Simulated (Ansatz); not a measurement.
# BSiH5 (SMILES B[SiH3]) at RPA@PBE/STO-3G

What is the vertical singlet–triplet gap of BSiH5 at RPA@PBE/STO-3G? 

The calculation is run with Ansatz 0.2.0.

47 further runs of the same task are left out: 47 set aside as unsound or not needed.

**1. The system as given**

The species is BSiH5 (7 atoms), meant as a singlet with charge 0. As SMILES, `B[SiH3]`. Geometry: relaxed at PBE0-D4/def2-TZVP.

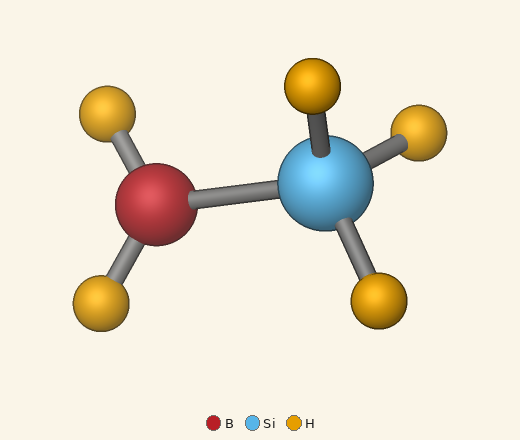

Viewed from a chosen angle; boron red, silicon blue, hydrogen amber.

**2. A single-point energy at RPA@PBE/STO-3G**

Input file input.yaml:

```yaml
crystal:
  periodic: [false, false, false]
  atoms:
    - {symbol: B, position_ang: [-0.043200, -1.189000, 0.204300]}
    - {symbol: Si, position_ang: [0.089100, 0.785300, -0.148500]}
    - {symbol: H, position_ang: [-1.126000, -1.690600, 0.290100]}
    - {symbol: H, position_ang: [0.906400, -1.902500, 0.335400]}
    - {symbol: H, position_ang: [-0.616000, 1.093400, -1.427200]}
    - {symbol: H, position_ang: [-0.623600, 1.516700, 0.939600]}
    - {symbol: H, position_ang: [1.474500, 1.318800, -0.239500]}
basis:
  gaussian: {orbitals: STO-3G}
hamiltonian: {xc: pbe}
correlation: {method: rpa, frozen_orbitals: {B: 1, H: 0, Si: 5}}
accuracy: high
```

Started as:

```console
ansatz run input.yaml --threads 1 --pin off --max-ram 2610MiB --events-out events.jsonl --progress --plain --runs-dir runs
```

What it wrote:

```text
Warning: RAYON_NUM_THREADS=1 ignored (pool sized by the plan → 1); use --threads N
Functional definition: PBE
  name "PBE"
  parameter kappa = 0.804
  parameter beta = 0.06672455060314922
  exchange = pbe_x(kappa = kappa, mu = beta*pi^2/3)
  correlation = pbe_c(beta = beta)
334 factors; integrals over basis functions are off by at most 1.3e-8 eV
mean field evaluation 1: about -8527.4720 eV, gradient 1.5e1 eV
mean field evaluation 2: about -8527.3857 eV, gradient 1.5e1 eV
mean field evaluation 4: about -8528.1670 eV, gradient 6.0e-1 eV
mean field evaluation 8: about -8528.1686 eV, gradient 3.6e-3 eV
mean field evaluation 16: about -8528.1686 eV, gradient 3.3e-8 eV
mean field -8528.16857080 eV, -313.4044143765 hartree, gradient 3.3e-8 eV, S^2 0.000000; 0 other end points of the search recorded, 0 dependent functions left out
6 core orbitals not correlated: weight in the atoms' cores, before any rotation towards them, 0.999 or more for the frozen orbitals, at most 0.000 for the correlated occupied ones
reference -8512.56423484 eV, -312.8309656070 hartree; 6, 6 occupied and 7, 7 virtual orbitals, 334 factors
Total energy: -8517.50682457 eV, -313.0126024295 hartree
```

Wall time 1.6 s (1 thread of Arm Neoverse V2, shared host); peak memory 0.1 GiB.

**3. The triplet, same level**

Input file job.yaml:

```yaml
crystal:
  periodic: [false, false, false]
  atoms:
    - {symbol: B, position_ang: [-0.043200, -1.189000, 0.204300]}
    - {symbol: Si, position_ang: [0.089100, 0.785300, -0.148500]}
    - {symbol: H, position_ang: [-1.126000, -1.690600, 0.290100]}
    - {symbol: H, position_ang: [0.906400, -1.902500, 0.335400]}
    - {symbol: H, position_ang: [-0.616000, 1.093400, -1.427200]}
    - {symbol: H, position_ang: [-0.623600, 1.516700, 0.939600]}
    - {symbol: H, position_ang: [1.474500, 1.318800, -0.239500]}
basis:
  gaussian:
    orbitals: STO-3G
magnetization:
  spin_polarized: true
  initial_magnetization: 2
hamiltonian:
  xc: {name: PBE}
correlation:
  method: rpa
  frozen_orbitals: {B: 1, H: 0, Si: 5}
accuracy: high
```

Started as:

```console
ansatz run job.yaml --threads 1 --pin off --max-ram 2610MiB --events-out events.jsonl --progress --plain --runs-dir runs
```

What it wrote:

```text
Warning: RAYON_NUM_THREADS=1 ignored (pool sized by the plan → 1); use --threads N
Functional definition: PBE
  name "PBE"
  parameter kappa = 0.804
  parameter beta = 0.06672455060314922
  exchange = pbe_x(kappa = kappa, mu = beta*pi^2/3)
  correlation = pbe_c(beta = beta)
334 factors; integrals over basis functions are off by at most 1.3e-8 eV
mean field evaluation 1: about -8522.1167 eV, gradient 1.4e1 eV
mean field evaluation 2: about -8522.0405 eV, gradient 1.4e1 eV
mean field evaluation 4: about -8523.3762 eV, gradient 3.7e0 eV
mean field evaluation 8: about -8523.5937 eV, gradient 2.7e-2 eV
mean field evaluation 16: about -8523.5932 eV, gradient 5.7e-6 eV
mean field -8523.59323870 eV, -313.2362740233 hartree, gradient 8.9e-8 eV, S^2 2.003019; 1 other end points of the search recorded, 0 dependent functions left out
6 core orbitals not correlated: weight in the atoms' cores, before any rotation towards them, 0.999 or more for the frozen orbitals, at most 0.000 for the correlated occupied ones
reference -8507.55415621 eV, -312.6468486132 hartree; 7, 5 occupied and 6, 8 virtual orbitals, 334 factors
Total energy: -8512.54013907 eV, -312.8300801038 hartree
```

It took 2.3 s on 1 thread of Arm Neoverse V2, shared host; peak memory 0.14 GiB.

**4. Summary of results**

At RPA@PBE/STO-3G, 6 core orbitals frozen:

| quantity | value |
| --- | --- |
| singlet: total energy | -313.01260 Eh |
| singlet: RPA correlation energy (valence) | -181.6 mEh |
| triplet: total energy | -312.83008 Eh |
| triplet: RPA correlation energy (valence) | -183.2 mEh |
| triplet: ⟨S²⟩ of the reference determinant | 2.003 |
| vertical energy of the triplet above the singlet | 4.967 eV |

In words: At this shape the triplet lies 4.97 eV (115 kcal/mol) above the singlet. In a minimal basis such a difference can be off by several eV, whatever the method.
